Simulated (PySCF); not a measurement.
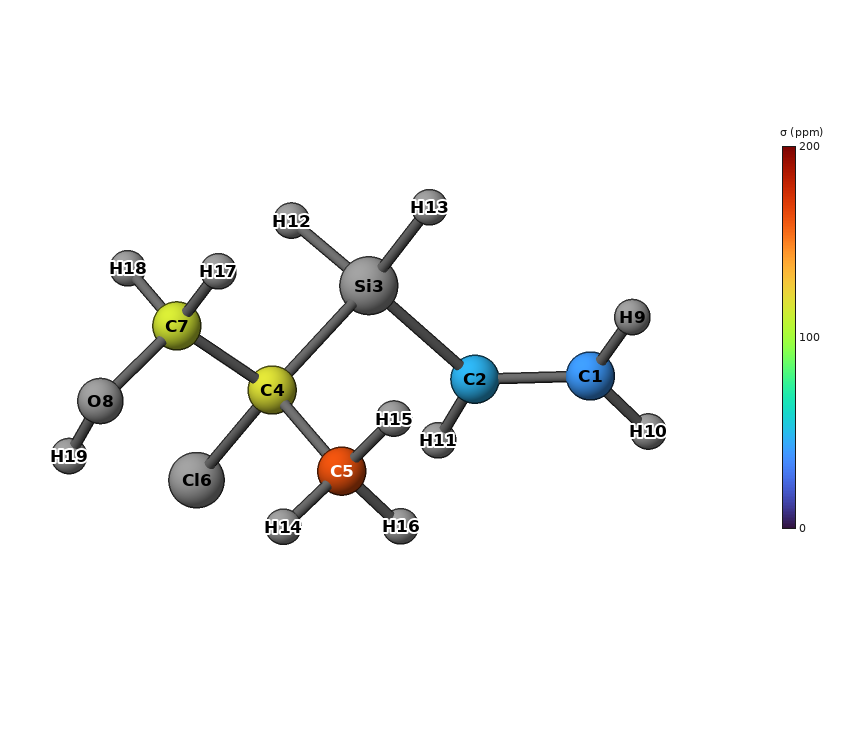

Atoms are coloured by their isotropic NMR shieldings (C only, the others grey). The geometry was computed by an optimisation with GFN2-xTB. No frequency run is at hand to confirm it as a minimum. Properties computed with GIAO PBE0/pcSseg-1 NMR shielding, non-relativistic, gas phase (PySCF 2.14.0).

Q: Which C atom is the most shielded (lowest chemical shift)?

A: C5 (162.2 ppm).

Q: Which C atom is the least shielded (highest chemical shift)?

A: C1 (40.5 ppm).

Q: How wide is the range of C shifts?

A: 121.7 ppm.

Give the isotropic NMR shieldings of the C atoms atom by atom.

```csv
atom,σ (ppm)
C1,40.5
C2,48.4
C4,118.1
C5,162.2
C7,114.9
```

The geometry is semi-empirical. Around Si such bond lengths and angles can be off by a tenth of an ångström or more and by several degrees, and values that hang on the shape move with them.
